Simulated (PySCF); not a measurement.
**CH5Al (SMILES [CH3][AlH2]) at 6 levels**

We compute a comparison of 6 runs (B2PLYP/STO-6G, B3LYP/STO-6G, PBE/STO-6G, PBE0/STO-6G, CCSDTQ/STO-6G, NEVPT2(2,2)/STO-6G) of CH5Al. The job is set up through a Python script.

The results are computed with PySCF 2.14.0.

### Step 1. The system as given

CH5Al has 7 atoms, charge 0, and is taken as a singlet. As SMILES, `[CH3][AlH2]`. The shape is that of a PBE0-D4/def2-TZVP optimisation.

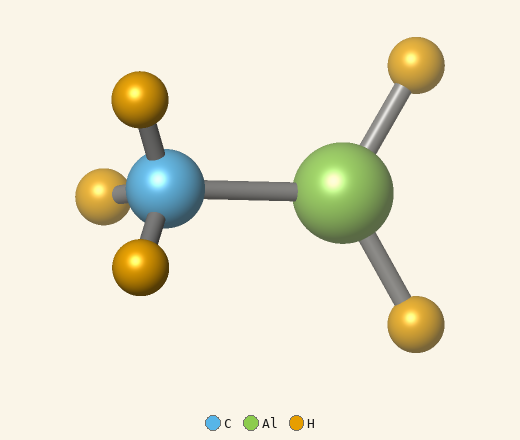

The structure, seen from a chosen angle (carbon blue, aluminium green, hydrogen amber).

### Step 2. A single-point energy at B2PLYP/STO-6G (run 1)

run.py reads:

```python
from pyscf import gto, dft, mp

molecule = gto.M(
    atom=[
    ('C', (-0.448500, -0.695600, -0.355500)),
    ('Al', (0.562900, 0.778300, 0.424700)),
    ('H', (-1.063100, -1.219600, 0.380800)),
    ('H', (-1.134400, -0.306400, -1.118200)),
    ('H', (0.193400, -1.425500, -0.855600)),
    ('H', (0.016000, 1.549300, 1.703400)),
    ('H', (1.934800, 1.251600, -0.225400)),
],
    verbose=3,
    max_memory=1860,
    basis='sto-6g',
)

mf = dft.RKS(molecule, xc='0.53*HF + 0.47*B88, 0.73*LYP')
mf.conv_tol = 1e-10
mf.grids.level = 5
mf.kernel()
if not mf.converged:
    mf = mf.newton().run(mf.mo_coeff, mf.mo_occ)

pt = mp.MP2(mf, frozen=6).run()
e_final = mf.e_tot + 0.27 * pt.e_corr
print('PT2 part  %.8f' % (0.27 * pt.e_corr))
print(f'total energy: {e_final:.8f} hartree')
```

Started as:

```bash
$ OMP_NUM_THREADS=1 python run.py
```

Output:

```text
converged SCF energy = -282.249010645906
E(RMP2) = -282.357917636436  E_corr = -0.10890699053027
E(SCS-RMP2) = -282.372683119284  E_corr = -0.123672473378615
PT2 part  -0.02940489
total energy: -282.27841553 hartree
```

Run time: 3.3 s. Hardware: 1 thread of Intel Xeon Platinum 8488C (Sapphire Rapids), shared host; peak memory 0.2 GiB.

### Step 3. The energy at B3LYP/STO-6G (run 2)

run.py reads:

```python
from pyscf import gto, dft

molecule = gto.Mole()
molecule.atom = [
    ('C', (-0.448500, -0.695600, -0.355500)),
    ('Al', (0.562900, 0.778300, 0.424700)),
    ('H', (-1.063100, -1.219600, 0.380800)),
    ('H', (-1.134400, -0.306400, -1.118200)),
    ('H', (0.193400, -1.425500, -0.855600)),
    ('H', (0.016000, 1.549300, 1.703400)),
    ('H', (1.934800, 1.251600, -0.225400)),
]
molecule.max_memory = 1860
molecule.charge = 0
molecule.basis = 'sto-6g'
molecule.spin = 0
molecule.verbose = 3
molecule.build()

myscf = dft.RKS(molecule, xc='b3lyp')
myscf.conv_tol = 1e-10
myscf.grids.level = 5
myscf.kernel()
if not myscf.converged:
    myscf = myscf.newton().run(myscf.mo_coeff, myscf.mo_occ)

energy = myscf.e_tot
print(f'total energy: {energy:.8f} hartree')
```

Started as:

```bash
$ OMP_NUM_THREADS=1 python run.py
```

Output:

```text
converged SCF energy = -282.515903432762
total energy: -282.51590343 hartree
```

Wall time 3.3 s (1 thread of Intel Xeon Platinum 8488C (Sapphire Rapids), shared host); peak memory 0.21 GiB.

Runs 3 to 4 aren't shown in full; the table further down has their settings and results.

### Step 4. A single-point energy at CCSDTQ/STO-6G (run 5)

calc.py reads:

```python
from pyscf import gto, scf, cc

mol = gto.M(
    atom=[
    ('C', (-0.448500, -0.695600, -0.355500)),
    ('Al', (0.562900, 0.778300, 0.424700)),
    ('H', (-1.063100, -1.219600, 0.380800)),
    ('H', (-1.134400, -0.306400, -1.118200)),
    ('H', (0.193400, -1.425500, -0.855600)),
    ('H', (0.016000, 1.549300, 1.703400)),
    ('H', (1.934800, 1.251600, -0.225400)),
],
    spin=0,
    charge=0,
    verbose=3,
    max_memory=1860,
    basis='sto-6g',
)

mf = scf.RHF(mol)
mf.conv_tol = 1e-10
mf.kernel()
if not mf.converged:
    mf = mf.newton().run(mf.mo_coeff, mf.mo_occ)

mycc = cc.CCSDTQ(mf, frozen=6)
mycc.kernel()
energy = mycc.e_tot
print(f'total energy: {energy:.8f} hartree')
```

Started as:

```bash
$ OMP_NUM_THREADS=1 python calc.py
```

Output:

```text
converged SCF energy = -281.670370399352
_make_eris_incore_RCCSDTQ

WARN: A large `blksize` is being used, which may cause large memory consumption
      for storing contraction intermediates. If memory is sufficient, consider using
      `pyscf.cc.rccsdtq_highm.RCCSDTQ` instead.

RCCSDTQ converged
E(RCCSDTQ) = -281.789844170296   E_corr = -0.1194737709436859
E_corr(same-spin) = -0.00493552262444475
E_corr(oppo-spin) = -0.114538248319241
total energy: -281.78984417 hartree
```

It took 25 s on 1 thread of Intel Xeon Platinum 8488C (Sapphire Rapids), shared host; peak memory 0.18 GiB.

### Step 5. A single-point energy at NEVPT2(2,2)/STO-6G (run 6)

mol.xyz reads:

```xyz
7

C     -0.448500    -0.695600    -0.355500
Al     0.562900     0.778300     0.424700
H     -1.063100    -1.219600     0.380800
H     -1.134400    -0.306400    -1.118200
H      0.193400    -1.425500    -0.855600
H      0.016000     1.549300     1.703400
H      1.934800     1.251600    -0.225400
```

run.py reads:

```python
import numpy
from pyscf import gto, scf, mp, mcscf, mrpt

mol = gto.M(
    atom='mol.xyz',
    basis='sto-6g',
    max_memory=1860,
    verbose=3,
    spin=0,
    charge=0,
)

mf = scf.RHF(mol)
mf.conv_tol = 1e-10
mf.kernel()
if not mf.converged:
    mf = mf.newton().run(mf.mo_coeff, mf.mo_occ)

pt = mp.MP2(scf.addons.convert_to_uhf(mf)).run()
noons, natorbs = mcscf.addons.make_natural_orbitals(pt)
print('natural occupations', numpy.round(noons[:40], 4))
cas = mcscf.CASSCF(mf, 2, 2)
cas.fix_spin_(ss=0.0)
cas.natorb = True
cas.kernel(natorbs)
e_pt2 = mrpt.NEVPT(cas).kernel()
e_final = cas.e_tot + e_pt2
print('E(%s) = %.9f' % ('NEVPT2', e_final))
```

Started as:

```bash
$ OMP_NUM_THREADS=1 python run.py
```

Output:

```text
converged SCF energy = -281.670370399352
E(UMP2) = -281.764621845155  E_corr = -0.0942514458029417
E(SCS-UMP2) = -281.77571967017  E_corr = -0.105349270817204
natural occupations [2.     2.     1.9998 1.9995 1.9995 1.9992 1.9912 1.9884 1.9871 1.9866
 1.9858 1.9832 0.0202 0.0127 0.0124 0.0111 0.01   0.0099 0.0034]
CASSCF energy = -281.682304663764
CASCI E = -281.682304663764  E(CI) = -1.39771598014511  S^2 = 0.0000000
Sr    (-1)',   E = -0.00000000004146
Si    (+1)',   E = -0.00000000001308
Sijrs (0)  ,   E = -0.06216015473435
Sijr  (+1) ,   E = -0.00576234888289
Srsi  (-1) ,   E = -0.00310688360098
Srs   (-2) ,   E = -0.00091497047251
Sij   (+2) ,   E = -0.00072112579892
Sir   (0)' ,   E = -0.01126671298349
Nevpt2 Energy = -0.083932196527668
E(NEVPT2) = -281.766236860
```

Wall time 0.98 s (1 thread of Intel Xeon Platinum 8488C (Sapphire Rapids), shared host); peak memory 0.12 GiB.

### Step 6. All runs side by side

```
run               level  frozen core orbitals  integration grid  energy (Eh)  dipole moment (D) of the reference  HOMO energy (eV)  LUMO energy (eV)  wall time
  1       B2PLYP/STO-6G                     6                 5  -282.278416                                0.04             -6.95              5.96      3.3 s
  2        B3LYP/STO-6G                     –                 5  -282.515903                                0.02             -5.50              3.96      3.3 s
  3          PBE/STO-6G                     –                 5  -282.281645                                0.08             -4.29              3.14      3.3 s
  4         PBE0/STO-6G                     –                 5  -282.330348                                0.03             -5.69              4.36      3.3 s
  5       CCSDTQ/STO-6G                     6                 –  -281.789844                                0.11             -8.99              8.89       25 s
  6  NEVPT2(2,2)/STO-6G                     –                 –  -281.766237                                0.11             -8.99              8.89     0.98 s
```

### Step 7. What came out

```
                                    quantity          value
                         run 6: total energy  -281.76624 Eh
 run 6: dipole moment (Hartree–Fock density)         0.11 D
  run 6: HOMO energy (Hartree–Fock orbitals)       -8.99 eV
  run 6: LUMO energy (Hartree–Fock orbitals)        8.89 eV
run 6: HOMO–LUMO gap (Hartree–Fock orbitals)       17.88 eV
```

Over runs 1, 2, 3, 4 the dipole moment (its size) runs from 0.02 D (B3LYP/STO-6G) to 0.08 D (PBE/STO-6G). Over runs 1, 2, 3, 4 the HOMO–LUMO gap runs from 7.43 eV (PBE/STO-6G) to 12.91 eV (B2PLYP/STO-6G). A double hybrid's value is that of its SCF part. Totals of different functionals can't be ranked against each other. In runs 1, 2, 3, 4, 5, 6 the basis is minimal, so the values are rough. All runs together took 39 s, the longest 25 s.
